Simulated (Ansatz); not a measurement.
# AlBH₂ (triplet): B2PLYP, RPA-PBE over a scan of the distance B1–H3, 6-31G, part 2 of 2

Ansatz 0.2.0, Gaussian basis; 6-31G, all electrons in the functionals, frozen cores in the correlation of double hybrids and RPA.

**14. RPA-PBE, 1.097 Å**

Input file in.yaml:

```yaml
crystal:
  periodic: [false, false, false]
  atoms:
    - {symbol: B, position_ang: [0.000000, 0.002242, 1.369962]}
    - {symbol: Al, position_ang: [0.000000, 0.002242, -0.688315]}
    - {symbol: H, position_ang: [0.000000, 0.991290, 1.844507]}
    - {symbol: H, position_ang: [0.000000, -1.075370, 1.887000]}
basis:
  gaussian: {orbitals: 6-31G}
magnetization: {spin_polarized: true, initial_magnetization: 2}
hamiltonian: {xc: {name: PBE}}
correlation: {method: rpa, electrons: outside_noble_gas}
```

Started as:

```console
> ansatz run in.yaml --threads 1 --pin off --events-out ev --progress --plain --max-ram 2393MiB
```

What it wrote, shortened:

```text
Functional definition: PBE
  name "PBE"
  cite "Perdew, Burke & Ernzerhof, Phys. Rev. Lett. 77, 3865 (1996) doi:10.1103/PhysRevLett.77.3865"
  parent pbe
[...]
328 factors; integrals over basis functions are off by at most 2.5e-4 eV
[...]
mean field -7296.97372328 eV, -268.1588382640 hartree, gradient 3.6e-6 eV, S^2 2.003256; 5 other end points of the search recorded, 0 dependent functions left out
6 core orbitals not correlated: weight in the atoms' cores, before any rotation towards them, 1.000 or more for the frozen orbitals, at most 0.000 for the correlated occupied ones
reference -7282.45025906 eV, -267.6251107984 hartree; 5, 3 occupied and 15, 17 virtual orbitals, 328 factors
Total energy: -7287.14361226 eV, -267.7975883472 hartree
```

Run time: 2.6 s. Hardware: 1 thread of Arm Neoverse V1, shared host.

From the report: ⟨S²⟩ of the determinant 2.003 (pure triplet: 2.00).

**15. RPA-PBE, 1.195 Å**

Input file in.yaml:

```yaml
crystal:
  periodic: [false, false, false]
  atoms:
    - {symbol: B, position_ang: [0.000000, 0.000000, 1.368886]}
    - {symbol: Al, position_ang: [0.000000, 0.000000, -0.689391]}
    - {symbol: H, position_ang: [0.000000, 1.077612, 1.885924]}
    - {symbol: H, position_ang: [0.000000, -1.077612, 1.885924]}
basis:
  gaussian: {orbitals: 6-31G}
magnetization: {spin_polarized: true, initial_magnetization: 2}
hamiltonian: {xc: {name: PBE}}
correlation: {method: rpa, electrons: outside_noble_gas}
```

The command is unchanged.

What it wrote, shortened:

```text
Functional definition: PBE
  name "PBE"
  cite "Perdew, Burke & Ernzerhof, Phys. Rev. Lett. 77, 3865 (1996) doi:10.1103/PhysRevLett.77.3865"
  parent pbe
[...]
328 factors; integrals over basis functions are off by at most 2.5e-4 eV
[...]
mean field -7297.13440548 eV, -268.1647432261 hartree, gradient 1.2e-6 eV, S^2 2.003350; 5 other end points of the search recorded, 0 dependent functions left out
6 core orbitals not correlated: weight in the atoms' cores, before any rotation towards them, 1.000 or more for the frozen orbitals, at most 0.000 for the correlated occupied ones
reference -7282.56558837 eV, -267.6293490722 hartree; 5, 3 occupied and 15, 17 virtual orbitals, 328 factors
Total energy: -7287.31908716 eV, -267.8040369307 hartree
```

It took 2.3 s on 1 thread of Arm Neoverse V1, shared host.

From the report: ⟨S²⟩ of the determinant 2.003 (pure triplet: 2.00).

**16. RPA-PBE, 1.319 Å**

Input file in.yaml:

```yaml
crystal:
  periodic: [false, false, false]
  atoms:
    - {symbol: B, position_ang: [0.000000, -0.002825, 1.367531]}
    - {symbol: Al, position_ang: [0.000000, -0.002825, -0.690746]}
    - {symbol: H, position_ang: [0.000000, 1.186376, 1.938109]}
    - {symbol: H, position_ang: [0.000000, -1.080437, 1.884569]}
basis:
  gaussian: {orbitals: 6-31G}
magnetization: {spin_polarized: true, initial_magnetization: 2}
hamiltonian: {xc: {name: PBE}}
correlation: {method: rpa, electrons: outside_noble_gas}
```

Same command.

What it wrote, shortened:

```text
Functional definition: PBE
  name "PBE"
  cite "Perdew, Burke & Ernzerhof, Phys. Rev. Lett. 77, 3865 (1996) doi:10.1103/PhysRevLett.77.3865"
  parent pbe
[...]
328 factors; integrals over basis functions are off by at most 3.0e-4 eV
[...]
mean field -7297.01194958 eV, -268.1602430548 hartree, gradient 1.6e-6 eV, S^2 2.003508; 5 other end points of the search recorded, 0 dependent functions left out
6 core orbitals not correlated: weight in the atoms' cores, before any rotation towards them, 1.000 or more for the frozen orbitals, at most 0.000 for the correlated occupied ones
reference -7282.37546826 eV, -267.6223622872 hartree; 5, 3 occupied and 15, 17 virtual orbitals, 328 factors
Total energy: -7287.20986749 eV, -267.8000231822 hartree
```

Wall time 2.3 s (1 thread of Arm Neoverse V1, shared host).

From the report: ⟨S²⟩ of the determinant 2.004 (pure triplet: 2.00).

From 1.195 Å: +0.109 eV.

**17. RPA-PBE, 1.460 Å**

Input file in.yaml:

```yaml
crystal:
  periodic: [false, false, false]
  atoms:
    - {symbol: B, position_ang: [0.000000, -0.006044, 1.365986]}
    - {symbol: Al, position_ang: [0.000000, -0.006044, -0.692291]}
    - {symbol: H, position_ang: [0.000000, 1.310282, 1.997559]}
    - {symbol: H, position_ang: [0.000000, -1.083656, 1.883024]}
basis:
  gaussian: {orbitals: 6-31G}
magnetization: {spin_polarized: true, initial_magnetization: 2}
hamiltonian: {xc: {name: PBE}}
correlation: {method: rpa, electrons: outside_noble_gas}
```

Same command.

What it wrote, shortened:

```text
Functional definition: PBE
  name "PBE"
  cite "Perdew, Burke & Ernzerhof, Phys. Rev. Lett. 77, 3865 (1996) doi:10.1103/PhysRevLett.77.3865"
  parent pbe
[...]
328 factors; integrals over basis functions are off by at most 3.1e-4 eV
[...]
mean field -7296.63913054 eV, -268.1465422076 hartree, gradient 7.0e-7 eV, S^2 2.003741; 5 other end points of the search recorded, 0 dependent functions left out
6 core orbitals not correlated: weight in the atoms' cores, before any rotation towards them, 1.000 or more for the frozen orbitals, at most 0.000 for the correlated occupied ones
reference -7281.91484661 eV, -267.6054347537 hartree; 5, 3 occupied and 15, 17 virtual orbitals, 328 factors
Total energy: -7286.85214096 eV, -267.7868769745 hartree
```

Wall time 2.4 s (1 thread of Arm Neoverse V1, shared host).

From the report: ⟨S²⟩ of the determinant 2.004 (pure triplet: 2.00).

From 1.195 Å: +0.467 eV.

**18. RPA-PBE, 1.677 Å**

Input file in.yaml:

```yaml
crystal:
  periodic: [false, false, false]
  atoms:
    - {symbol: B, position_ang: [0.000000, -0.010998, 1.363609]}
    - {symbol: Al, position_ang: [0.000000, -0.010998, -0.694668]}
    - {symbol: H, position_ang: [0.000000, 1.500974, 2.089053]}
    - {symbol: H, position_ang: [0.000000, -1.088610, 1.880647]}
basis:
  gaussian: {orbitals: 6-31G}
magnetization: {spin_polarized: true, initial_magnetization: 2}
hamiltonian: {xc: {name: PBE}}
correlation: {method: rpa, electrons: outside_noble_gas}
```

Launched as before.

What it wrote, shortened:

```text
Functional definition: PBE
  name "PBE"
  cite "Perdew, Burke & Ernzerhof, Phys. Rev. Lett. 77, 3865 (1996) doi:10.1103/PhysRevLett.77.3865"
  parent pbe
[...]
328 factors; integrals over basis functions are off by at most 2.6e-4 eV
[...]
mean field -7295.88422811 eV, -268.1188000552 hartree, gradient 1.8e-6 eV, S^2 2.004150; 5 other end points of the search recorded, 0 dependent functions left out
6 core orbitals not correlated: weight in the atoms' cores, before any rotation towards them, 1.000 or more for the frozen orbitals, at most 0.000 for the correlated occupied ones
reference -7281.00444772 eV, -267.5719782115 hartree; 5, 3 occupied and 15, 17 virtual orbitals, 328 factors
Total energy: -7286.13163478 eV, -267.7603988607 hartree
```

Run time: 2.5 s. Hardware: 1 thread of Arm Neoverse V1, shared host.

From the report: ⟨S²⟩ of the determinant 2.004 (pure triplet: 2.00).

From 1.195 Å: +1.187 eV.

**19. RPA-PBE, 1.894 Å**

Input file in.yaml:

```yaml
crystal:
  periodic: [false, false, false]
  atoms:
    - {symbol: B, position_ang: [0.000000, -0.015952, 1.361233]}
    - {symbol: Al, position_ang: [0.000000, -0.015952, -0.697044]}
    - {symbol: H, position_ang: [0.000000, 1.691666, 2.180547]}
    - {symbol: H, position_ang: [0.000000, -1.093564, 1.878271]}
basis:
  gaussian: {orbitals: 6-31G}
magnetization: {spin_polarized: true, initial_magnetization: 2}
hamiltonian: {xc: {name: PBE}}
correlation: {method: rpa, electrons: outside_noble_gas}
```

Same command.

What it wrote, shortened:

```text
Functional definition: PBE
  name "PBE"
  cite "Perdew, Burke & Ernzerhof, Phys. Rev. Lett. 77, 3865 (1996) doi:10.1103/PhysRevLett.77.3865"
  parent pbe
[...]
328 factors; integrals over basis functions are off by at most 2.5e-4 eV
[...]
mean field -7295.11320071 eV, -268.0904653209 hartree, gradient 2.2e-6 eV, S^2 2.004318; 5 other end points of the search recorded, 0 dependent functions left out
6 core orbitals not correlated: weight in the atoms' cores, before any rotation towards them, 1.000 or more for the frozen orbitals, at most 0.000 for the correlated occupied ones
reference -7280.05071379 eV, -267.5369291363 hartree; 5, 3 occupied and 15, 17 virtual orbitals, 328 factors
Total energy: -7285.41137147 eV, -267.7339296724 hartree
```

Run time: 2.6 s. Hardware: 1 thread of Arm Neoverse V1, shared host.

From the report: ⟨S²⟩ of the determinant 2.004 (pure triplet: 2.00).

From 1.195 Å: +1.908 eV.

**20. RPA-PBE, 2.192 Å**

Input file in.yaml:

```yaml
crystal:
  periodic: [false, false, false]
  atoms:
    - {symbol: B, position_ang: [0.000000, -0.022754, 1.357969]}
    - {symbol: Al, position_ang: [0.000000, -0.022754, -0.700308]}
    - {symbol: H, position_ang: [0.000000, 1.953538, 2.306194]}
    - {symbol: H, position_ang: [0.000000, -1.100366, 1.875007]}
basis:
  gaussian: {orbitals: 6-31G}
magnetization: {spin_polarized: true, initial_magnetization: 2}
hamiltonian: {xc: {name: PBE}}
correlation: {method: rpa, electrons: outside_noble_gas}
```

The command is unchanged.

What it wrote, shortened:

```text
Functional definition: PBE
  name "PBE"
  cite "Perdew, Burke & Ernzerhof, Phys. Rev. Lett. 77, 3865 (1996) doi:10.1103/PhysRevLett.77.3865"
  parent pbe
[...]
328 factors; integrals over basis functions are off by at most 2.5e-4 eV
[...]
mean field -7294.18708997 eV, -268.0564313788 hartree, gradient 1.2e-6 eV, S^2 2.002441; 8 other end points of the search recorded, 0 dependent functions left out
6 core orbitals not correlated: weight in the atoms' cores, before any rotation towards them, 1.000 or more for the frozen orbitals, at most 0.000 for the correlated occupied ones
reference -7278.83598136 eV, -267.4922885429 hartree; 5, 3 occupied and 15, 17 virtual orbitals, 328 factors
Total energy: -7284.57372495 eV, -267.7031467305 hartree
```

It took 3.2 s on 1 thread of Arm Neoverse V1, shared host.

From the report: ⟨S²⟩ of the determinant 2.002 (pure triplet: 2.00).

From 1.195 Å: +2.745 eV.

**21. RPA-PBE, 2.600 Å**

Input file in.yaml:

```yaml
crystal:
  periodic: [false, false, false]
  atoms:
    - {symbol: B, position_ang: [0.000000, -0.032068, 1.353500]}
    - {symbol: Al, position_ang: [0.000000, -0.032068, -0.704777]}
    - {symbol: H, position_ang: [0.000000, 2.312075, 2.478219]}
    - {symbol: H, position_ang: [0.000000, -1.109680, 1.870538]}
basis:
  gaussian: {orbitals: 6-31G}
magnetization: {spin_polarized: true, initial_magnetization: 2}
hamiltonian: {xc: {name: PBE}}
correlation: {method: rpa, electrons: outside_noble_gas}
```

Same command.

What it wrote, shortened:

```text
Functional definition: PBE
  name "PBE"
  cite "Perdew, Burke & Ernzerhof, Phys. Rev. Lett. 77, 3865 (1996) doi:10.1103/PhysRevLett.77.3865"
  parent pbe
[...]
328 factors; integrals over basis functions are off by at most 2.5e-4 eV
[...]
mean field -7293.36299737 eV, -268.0261465345 hartree, gradient 7.9e-6 eV, S^2 2.179490; 10 other end points of the search recorded, 0 dependent functions left out
6 core orbitals not correlated: weight in the atoms' cores, before any rotation towards them, 1.000 or more for the frozen orbitals, at most 0.000 for the correlated occupied ones
reference -7278.44848080 eV, -267.4780481598 hartree; 5, 3 occupied and 15, 17 virtual orbitals, 328 factors
Total energy: -7283.78600660 eV, -267.6741986151 hartree
```

Wall time 6.5 s (1 thread of Arm Neoverse V1, shared host).

From the report: ⟨S²⟩ of the determinant 2.179 (pure triplet: 2.00).

From 1.195 Å: +3.533 eV.

**22. RPA-PBE, 3.202 Å**

Input file in.yaml:

```yaml
crystal:
  periodic: [false, false, false]
  atoms:
    - {symbol: B, position_ang: [0.000000, -0.045811, 1.346906]}
    - {symbol: Al, position_ang: [0.000000, -0.045811, -0.711371]}
    - {symbol: H, position_ang: [0.000000, 2.841091, 2.732041]}
    - {symbol: H, position_ang: [0.000000, -1.123423, 1.863944]}
basis:
  gaussian: {orbitals: 6-31G}
magnetization: {spin_polarized: true, initial_magnetization: 2}
hamiltonian: {xc: {name: PBE}}
correlation: {method: rpa, electrons: outside_noble_gas}
```

Same command.

What it wrote, shortened:

```text
Functional definition: PBE
  name "PBE"
  cite "Perdew, Burke & Ernzerhof, Phys. Rev. Lett. 77, 3865 (1996) doi:10.1103/PhysRevLett.77.3865"
  parent pbe
[...]
328 factors; integrals over basis functions are off by at most 2.5e-4 eV
[...]
mean field -7293.02960218 eV, -268.0138944871 hartree, gradient 2.4e-6 eV, S^2 2.240637; 14 other end points of the search recorded, 0 dependent functions left out
6 core orbitals not correlated: weight in the atoms' cores, before any rotation towards them, 1.000 or more for the frozen orbitals, at most 0.000 for the correlated occupied ones
reference -7278.63206704 eV, -267.4847948296 hartree; 5, 3 occupied and 15, 17 virtual orbitals, 328 factors
Total energy: -7283.64927209 eV, -267.6691737145 hartree
```

Run time: 7 s. Hardware: 1 thread of Arm Neoverse V1, shared host.

From the report: ⟨S²⟩ of the determinant 2.241 (pure triplet: 2.00).

From 1.195 Å: +3.670 eV.

**23. RPA-PBE, 4.003 Å**

Input file in.yaml:

```yaml
crystal:
  periodic: [false, false, false]
  atoms:
    - {symbol: B, position_ang: [0.000000, -0.064096, 1.338133]}
    - {symbol: Al, position_ang: [0.000000, -0.064096, -0.720144]}
    - {symbol: H, position_ang: [0.000000, 3.544983, 3.069768]}
    - {symbol: H, position_ang: [0.000000, -1.141708, 1.855171]}
basis:
  gaussian: {orbitals: 6-31G}
magnetization: {spin_polarized: true, initial_magnetization: 2}
hamiltonian: {xc: {name: PBE}}
correlation: {method: rpa, electrons: outside_noble_gas}
```

Same command.

What it wrote, shortened:

```text
Functional definition: PBE
  name "PBE"
  cite "Perdew, Burke & Ernzerhof, Phys. Rev. Lett. 77, 3865 (1996) doi:10.1103/PhysRevLett.77.3865"
  parent pbe
[...]
328 factors; integrals over basis functions are off by at most 2.5e-4 eV
[...]
mean field -7293.03210178 eV, -268.0139863457 hartree, gradient 2.5e-6 eV, S^2 2.325793; 13 other end points of the search recorded, 0 dependent functions left out
6 core orbitals not correlated: weight in the atoms' cores, before any rotation towards them, 1.000 or more for the frozen orbitals, at most 0.000 for the correlated occupied ones
reference -7278.88593055 eV, -267.4941241418 hartree; 5, 3 occupied and 15, 17 virtual orbitals, 328 factors
Total energy: -7283.69812278 eV, -267.6709689443 hartree
```

Wall time 7 s (1 thread of Arm Neoverse V1, shared host).

From the report: ⟨S²⟩ of the determinant 2.326 (pure triplet: 2.00).

From 1.195 Å: +3.621 eV.

**24. Against the wave-function levels**

The yardstick is full CI for this spin, exact in this basis with these frozen cores. It comes from earlier runs at the same points. Energies in eV, counted from 1.195 Å; blanks weren't run or aren't comparable.

| level | 0.979 Å | 1.097 Å | 1.195 Å | 1.319 Å | 1.460 Å | 1.677 Å | 1.894 Å | 2.192 Å | 2.600 Å | 3.202 Å | 4.003 Å |
| --- | --- | --- | --- | --- | --- | --- | --- | --- | --- | --- | --- |
| FCI | 0.903 | 0.165 | 0.000 | 0.120 | 0.486 | 1.209 | 1.917 | 2.707 | 3.369 | 3.648 | 3.664 |
| B2PLYP | 0.829 | 0.134 | 0.000 | 0.156 | 0.565 | 1.369 | 2.184 | 3.195 | 3.833 | 4.125 | 4.103 |
| RPA-PBE | 0.929 | 0.175 | 0.000 | 0.109 | 0.467 | 1.187 | 1.908 | 2.745 | 3.533 | 3.670 | 3.621 |

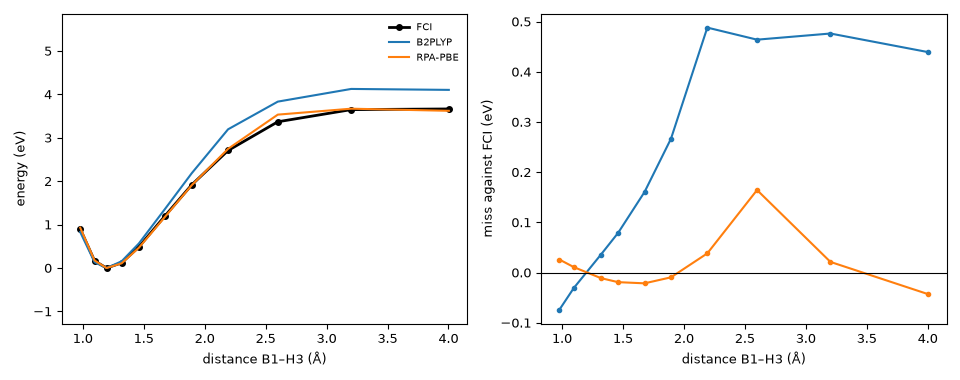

Left: the curves (the axis may cut off levels that run far away). Right: misses against FCI, in the same colours.

Largest miss and mean time a point (FCI took 1.7 min a point; shared hosts):

| level | largest miss (eV) | where | time a point |
| --- | --- | --- | --- |
| B2PLYP | +0.488 | 2.192 Å | 2.3 s |
| RPA-PBE | +0.165 | 2.600 Å | 3.7 s |

**25. Results**

The summary covers parts 1 to 2.

| quantity | value |
| --- | --- |
| span of the FCI curve | 3.664 eV |
| largest miss, B2PLYP | +0.488 eV (2.192 Å) |
| largest miss, RPA-PBE | +0.165 eV (2.600 Å) |

**Reading.** Of the functionals, RPA-PBE keep the smallest largest miss at the points compared (at most 0.165 eV) and B2PLYP strays most (0.488 eV, at 2.192 Å). B2PLYP, RPA-PBE clearly break the spin symmetry at some points (⟨S²⟩ up to 0.39 above the pure value), so energy there is bought with a mixed spin. Functionals and the yardstick converge differently with the basis, so part of each miss in 6-31G is the basis.
